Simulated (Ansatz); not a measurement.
## CF2 (SMILES F[C]F): the energy, rung by rung

CF2 has 3 atoms, charge 0, and is taken as a singlet. SMILES: `F[C]F`. Geometry: optimised at PBE0/def2-SVP.

```xyz
3

F     0.3157    0.9686    0.2810
C     0.3808   -0.3173    0.1745
F    -0.6965   -0.6514   -0.4554
```

Each level gives the adiabatic ionisation energy (to the doublet cation, shapes relaxed at PBE0/def2-SVP, no zero-point term) (eV). The values are calculated.

```tsv
level	kind	program	value (eV)	less CCSD(T)/def2-TZVPP	CPU time (all runs)
HF/def2-TZVPP	Hartree–Fock	Ansatz	10.19	-1.05	1.1 s
SVWN5/def2-TZVPP	LDA	Ansatz	11.16	-0.08	1.6 s
BLYP/def2-TZVPP	GGA	Ansatz	11.08	-0.16	2.5 s
r2SCAN/def2-TZVPP	meta-GGA	Ansatz	10.95	-0.29	4.5 s
wB97M-V/def2-TZVPP	range-separated hybrid	Ansatz	11.32	+0.08	7.5 s
B2PLYP/def2-TZVPP	double hybrid	Ansatz	11.16	-0.08	4.6 s
RPA@PBE/def2-TZVPP	RPA	Ansatz	11.51	+0.27	4.3 s
CCSD(T)/def2-TZVPP	coupled cluster or CI	Ansatz	11.24	0.00	11 s
```

CCSD(T)/def2-TZVPP is the highest level here, not the true value. The values span 10.19 to 11.51 eV. Times are those of the runs behind each value, whatever else they computed, on shared processors of several kinds: orders of magnitude only.

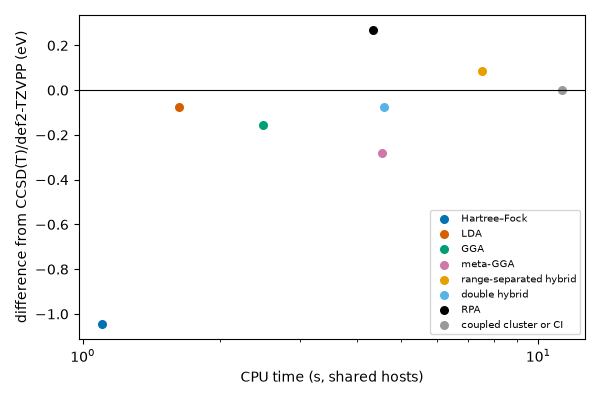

Difference from CCSD(T)/def2-TZVPP against processor time, one point a level.
